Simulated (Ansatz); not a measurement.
# GaN₂H₅ClF: geometry relaxation (part 2 of 2)

Continued. System: GaN₂H₅ClF. Method: RKS B3LYP/def2-SVP (Ansatz 0.2.0). It belongs to a series of runs on one base structure; here: end point B relaxed.

Geometry of the input (Å):
```
Ga 0.0146  -0.5103  -0.5521
N  0.1029  -0.1325  2.5361
H  -0.6985  -0.0617  3.1626
H  0.9277  0.1690  3.0546
Cl 1.7899  0.5132  -1.2113
N  -1.6162  -0.0888  -1.1820
H  -2.4568  -0.6043  -0.9554
H  -1.7915  0.7284  -1.7539
F  0.2115  -1.9762  0.3489
H  0.2287  -1.1363  2.2990
```

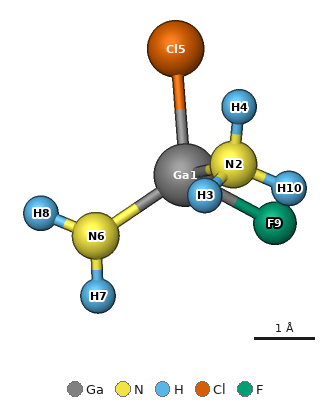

*The geometry at step 6 of the log (ball-and-stick view, seen at a tilt; atoms are numbered from 1 in the order of the input).*

```
mean field -70670.09231904 eV, -2597.0779908158 hartree, gradient 7.1e-6 eV, S^2 0.000000; 1 other end points of the search recorded, 0 dependent functions left out
the calculation of the forces begins
reference -70670.09258133 eV, -2597.0780004546 hartree; 38, 38 occupied and 79, 79 virtual orbitals, 1235 factors
Total energy: -70670.09258133 eV, -2597.0780004546 hartree
Atom 0 at     0.012363    -0.568140    -0.062566 Å, force     0.003454    -0.005780    -0.003049 eV/Å
Atom 1 at     0.062069    -0.242631     2.013633 Å, force    -0.000430     0.008733     0.016976 eV/Å
Atom 2 at    -0.818038     0.168038     2.333665 Å, force    -0.001399    -0.003052    -0.005684 eV/Å
Atom 3 at     0.833950     0.372240     2.280794 Å, force     0.001956    -0.004218    -0.006531 eV/Å
Atom 4 at     1.807846     0.550773    -0.642142 Å, force    -0.002300     0.000560    -0.000815 eV/Å
Atom 5 at    -1.666447     0.032463    -0.567246 Å, force    -0.000988    -0.005391     0.007514 eV/Å
Atom 6 at    -2.279475    -0.707407    -0.908886 Å, force    -0.002511     0.001535    -0.003015 eV/Å
Atom 7 at    -1.662887     0.773235    -1.266934 Å, force     0.004586     0.000822    -0.001257 eV/Å
Atom 8 at     0.231056    -2.329214     0.096293 Å, force    -0.000689     0.007890     0.000367 eV/Å
Atom 9 at     0.191864    -1.149057     2.469891 Å, force    -0.001679    -0.001099    -0.004506 eV/Å
Dipole moment:    -0.420699     0.322795     0.896950 e Å
```

### Trajectory as extended XYZ (Å, eV, eV/Å), 11 frames, from step=1 to step=11
```
10
Properties=species:S:1:pos:R:3:forces:R:3 step=1 energy=-70669.23361
Ga    0.0146   -0.5103   -0.5521   -0.0656   0.9339  -0.0599
N     0.1029   -0.1325    2.5361    0.0532  -0.6629  -0.6428
H    -0.6985   -0.0617    3.1626   -0.0059   0.0092   0.0149
H     0.9277    0.1690    3.0546    0.0077   0.0026   0.0008
Cl    1.7899    0.5132   -1.2113   -0.0334  -0.0401   0.0609
N    -1.6162   -0.0888   -1.1820    0.0049   0.0262  -0.0736
H    -2.4568   -0.6043   -0.9554   -0.0434  -0.0330   0.0534
H    -1.7915    0.7284   -1.7539    0.0046   0.0196   0.0094
F     0.2115   -1.9762    0.3489    0.1438  -0.9320   0.3797
H     0.2287   -1.1363    2.2990   -0.0658   0.6764   0.2571
10
Properties=species:S:1:pos:R:3:forces:R:3 step=2 energy=-70669.42293
Ga   -0.0139   -0.4578   -0.3671   -0.0225   0.0422   0.2757
N     0.1072   -0.1441    2.4169   -0.0197  -0.4880  -0.5011
H    -0.6927   -0.0168    3.0412   -0.0178   0.0403  -0.1374
H     0.9262    0.2019    2.9213    0.0178   0.0509  -0.1545
Cl    1.7657    0.5222   -1.0793    0.0776   0.0922   0.1210
N    -1.6063   -0.0909   -1.1403   -0.0331  -0.0127   0.0700
H    -2.4522   -0.6207   -0.9614    0.0275   0.0410   0.0336
H    -1.7674    0.7404   -1.6975   -0.0020   0.0120   0.0682
F     0.2108   -2.0730    0.3175   -0.0086  -0.1015   0.1108
H     0.2349   -1.1610    2.2952   -0.0193   0.3234   0.1138
10
Properties=species:S:1:pos:R:3:forces:R:3 step=3 energy=-70669.64481
Ga   -0.0249   -0.4172   -0.1960   -0.1275  -0.8604   0.5265
N     0.0956   -0.1827    2.2625    0.0840  -0.4736  -0.0613
H    -0.7067    0.0169    2.8749    0.0472   0.0040  -0.3609
H     0.9038    0.2511    2.7331   -0.1523  -0.0716  -0.4124
Cl    1.7583    0.5362   -0.9449    0.1614   0.1778   0.1364
N    -1.5920   -0.0858   -1.0707    0.1508   0.0229   0.2329
H    -2.4405   -0.6211   -0.9239    0.0235   0.0400   0.0311
H    -1.7410    0.7519   -1.6230   -0.0106  -0.0163   0.0888
F     0.2144   -2.1391    0.3306   -0.1278   0.6647  -0.1171
H     0.2453   -1.2099    2.3038   -0.0488   0.5124  -0.0639
10
Properties=species:S:1:pos:R:3:forces:R:3 step=4 energy=-70669.85790
Ga   -0.0326   -0.4153   -0.0520    0.0407  -0.7366   0.0415
N     0.0797   -0.2122    2.1094    0.0545  -0.0424   0.6148
H    -0.7238    0.0339    2.7019   -0.0633   0.0085  -0.3766
H     0.8748    0.2786    2.5419   -0.0382  -0.0369  -0.4245
Cl    1.7522    0.5547   -0.8063    0.1911   0.1818   0.1257
N    -1.5689   -0.0774   -0.9649   -0.1809   0.1511   0.1400
H    -2.4163   -0.6281   -0.8716    0.0733   0.0534  -0.0030
H    -1.6994    0.7531   -1.5344   -0.0024  -0.0814   0.0905
F     0.2014   -2.1660    0.3661   -0.0631   0.3235  -0.0862
H     0.2451   -1.2210    2.2563   -0.0117   0.1790  -0.1223
10
Properties=species:S:1:pos:R:3:forces:R:3 step=5 energy=-70669.95657
Ga    0.0152   -0.4885   -0.0349   -0.3767  -0.2544  -0.5990
N     0.0607   -0.2277    2.0169    0.0336   0.0511   0.9856
H    -0.7873    0.0667    2.5229    0.1182  -0.1262  -0.3388
H     0.8275    0.3444    2.3947   -0.0492  -0.1315  -0.2653
Cl    1.8164    0.5598   -0.6931    0.0052   0.0099   0.0868
N    -1.5795   -0.0465   -0.8399    0.1823  -0.0487   0.3684
H    -2.4067   -0.6354   -0.8154    0.1360   0.0373  -0.0499
H    -1.7042    0.7841   -1.4049    0.0052  -0.0128  -0.0434
F     0.2197   -2.2420    0.3380    0.0144   0.1577  -0.1101
H     0.2505   -1.2148    2.2623   -0.0690   0.3175  -0.0344
10
Properties=species:S:1:pos:R:3:forces:R:3 step=6 energy=-70670.03161
Ga    0.0136   -0.5432   -0.0604    0.1142   0.0332  -0.1519
N     0.0613   -0.2348    2.0053   -0.0783   0.0847   0.4782
H    -0.8051    0.1245    2.4297    0.1878  -0.2013  -0.1937
H     0.8293    0.3728    2.3132   -0.0436  -0.1813  -0.1211
Cl    1.8252    0.5578   -0.6236   -0.0177  -0.0267   0.0019
N    -1.6024   -0.0048   -0.7160   -0.7388  -0.3730   0.0967
H    -2.3694   -0.6813   -0.8511    0.5822   0.4595  -0.0025
H    -1.6999    0.7959   -1.3301    0.0359  -0.0521  -0.0799
F     0.2260   -2.2905    0.2434    0.0113  -0.0515  -0.0518
H     0.2337   -1.1960    2.3362   -0.0531   0.3085   0.0241
10
Properties=species:S:1:pos:R:3:forces:R:3 step=7 energy=-70670.05990
Ga    0.0017   -0.5724   -0.0615    0.1220   0.1017   0.0105
N     0.0674   -0.2447    2.0148   -0.0856   0.0530   0.1262
H    -0.8035    0.1690    2.3702    0.1611  -0.1947  -0.0643
H     0.8427    0.3854    2.2483   -0.0565  -0.1908  -0.0117
Cl    1.8197    0.5529   -0.5801   -0.0353  -0.0362  -0.0360
N    -1.6565    0.0409   -0.5956   -0.9885  -0.8171  -0.5113
H    -2.3083   -0.7152   -0.9257    0.7937   0.8595   0.4200
H    -1.6960    0.7826   -1.2981    0.1566  -0.1051   0.1284
F     0.2214   -2.3310    0.1303   -0.0215   0.0195  -0.0345
H     0.2237   -1.1673    2.4437   -0.0460   0.3102  -0.0273
10
Properties=species:S:1:pos:R:3:forces:R:3 step=8 energy=-70669.95262 accepted=F
Ga    0.0237   -0.5502    0.0581   -0.7990  -0.1164  -1.6524
N     0.0632   -0.2538    2.0466    0.2079   0.0831   0.5593
H    -0.8213    0.1573    2.3494   -0.1022   0.0874  -0.0056
H     0.8273    0.3834    2.2875   -0.0263   0.0299   0.0534
Cl    1.7438    0.5658   -0.7351    0.0530   0.0019   0.2763
N    -1.6634    0.0287   -0.5675    0.7009   0.3752   0.5861
H    -2.2393   -0.7232   -0.9230   -0.1410  -0.2571  -0.1638
H    -1.5835    0.7433   -1.2926   -0.0752  -0.1023   0.0408
F     0.1586   -2.3244   -0.0377    0.1669  -0.0127   0.3337
H     0.2032   -1.1266    2.5608    0.0150  -0.0891  -0.0277
10
Properties=species:S:1:pos:R:3:forces:R:3 step=9 energy=-70670.09090
Ga    0.0158   -0.5631   -0.0650   -0.0099   0.0217   0.0139
N     0.0608   -0.2498    2.0102    0.0322   0.0848   0.1094
H    -0.8219    0.1556    2.3330    0.0286  -0.0170  -0.0252
H     0.8280    0.3739    2.2753   -0.0353  -0.0309  -0.0049
Cl    1.8106    0.5565   -0.6481   -0.0163  -0.0178   0.0107
N    -1.6625    0.0365   -0.5679    0.0098   0.0355   0.0075
H    -2.2758   -0.7058   -0.9009   -0.0327  -0.0296  -0.0165
H    -1.6609    0.7706   -1.2740   -0.0008   0.0132  -0.0099
F     0.2183   -2.3219    0.1102    0.0340  -0.0803  -0.0298
H     0.1999   -1.1522    2.4737   -0.0097   0.0205  -0.0550
10
Properties=species:S:1:pos:R:3:forces:R:3 step=10 energy=-70670.09095
Ga    0.0090   -0.5727   -0.0585    0.0210  -0.0203  -0.0504
N     0.0635   -0.2360    2.0164   -0.0158  -0.0374   0.0147
H    -0.8174    0.1736    2.3363    0.0027  -0.0113  -0.0104
H     0.8348    0.3778    2.2890   -0.0015  -0.0149  -0.0370
Cl    1.8054    0.5434   -0.6381    0.0134   0.0169  -0.0068
N    -1.6685    0.0299   -0.5671    0.0408   0.0219   0.0571
H    -2.2797   -0.7079   -0.9121   -0.0406  -0.0404  -0.0275
H    -1.6619    0.7731   -1.2638    0.0066   0.0041  -0.0058
F     0.2351   -2.3368    0.0747   -0.0236   0.0751   0.0437
H     0.1921   -1.1442    2.4696   -0.0031   0.0064   0.0223
10
Properties=species:S:1:pos:R:3:forces:R:3 step=11 energy=-70670.09232
Ga    0.0124   -0.5681   -0.0626    0.0035  -0.0058  -0.0030
N     0.0621   -0.2426    2.0136   -0.0004   0.0087   0.0170
H    -0.8180    0.1680    2.3337   -0.0014  -0.0031  -0.0057
H     0.8339    0.3722    2.2808    0.0020  -0.0042  -0.0065
Cl    1.8078    0.5508   -0.6421   -0.0023   0.0006  -0.0008
N    -1.6664    0.0325   -0.5672   -0.0010  -0.0054   0.0075
H    -2.2795   -0.7074   -0.9089   -0.0025   0.0015  -0.0030
H    -1.6629    0.7732   -1.2669    0.0046   0.0008  -0.0013
F     0.2311   -2.3292    0.0963   -0.0007   0.0079   0.0004
H     0.1919   -1.1491    2.4699   -0.0017  -0.0011  -0.0045
```

### Results in brief

```tsv
quantity	value
outcome	converged
total energy	−70670.0926 eV
mean-field energy	−70670.0926 eV
largest force (length of the vector) at the end	0.019 eV/Å
wall time	43 s (CPU time 2.6 min)
peak memory	0.32 GiB
```
